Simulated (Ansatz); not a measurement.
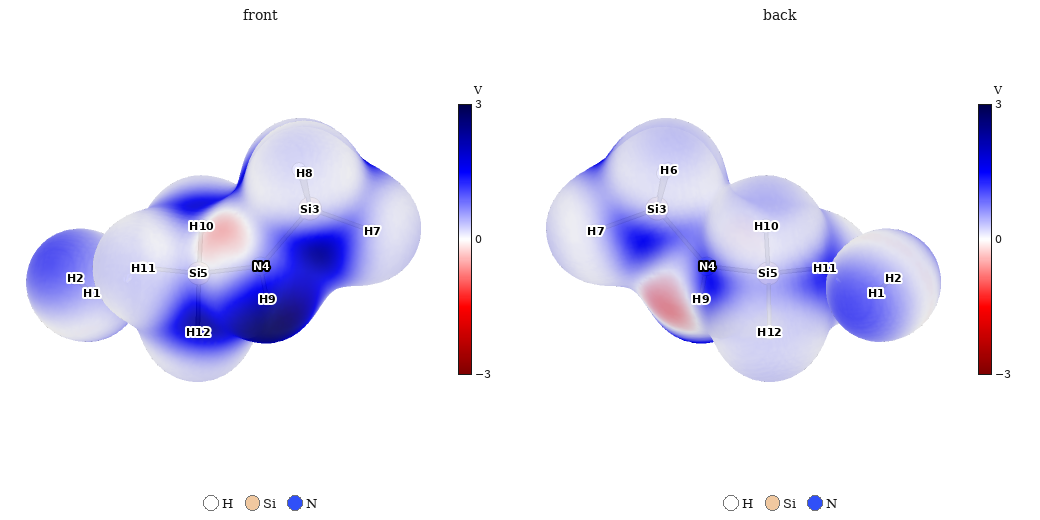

Figure. H2···H7NSi2 (SMILES [H][H].[SiH3]N[SiH3]). The molecular electrostatic potential painted on the density surface at 0.004 e/bohr³, seen from the front and from behind; red is negative and blue positive.

Geometry: PBE0-D4/def2-TZVP.

These are results of Ansatz 0.2.0, RKS PBE0-D4/def2-TZVPPD, not measurements.

```yaml
atoms:
  - { symbol: H, position_ang: [-1.0885, -0.5468, -3.7976] }
  - { symbol: H, position_ang: [-0.8971, 0.1737, -3.8401] }
  - { symbol: Si, position_ang: [1.1359, -0.0569, 2.0078] }
  - { symbol: N, position_ang: [-0.3129, 0.1905, 1.1038] }
  - { symbol: Si, position_ang: [-0.5620, 0.0691, -0.5998] }
  - { symbol: H, position_ang: [2.1193, -0.7019, 1.1031] }
  - { symbol: H, position_ang: [0.8801, -0.9314, 3.1846] }
  - { symbol: H, position_ang: [1.7177, 1.2142, 2.5232] }
  - { symbol: H, position_ang: [-1.1075, 0.5158, 1.6375] }
  - { symbol: H, position_ang: [0.6384, -0.5839, -1.1770] }
  - { symbol: H, position_ang: [-0.7485, 1.3977, -1.2479] }
  - { symbol: H, position_ang: [-1.7749, -0.7399, -0.8976] }
```

**Where is the surface potential most negative and most positive?**

The most negative region (about −0.5 V) lies over N4, the most positive (about +2.7 V) over H9.
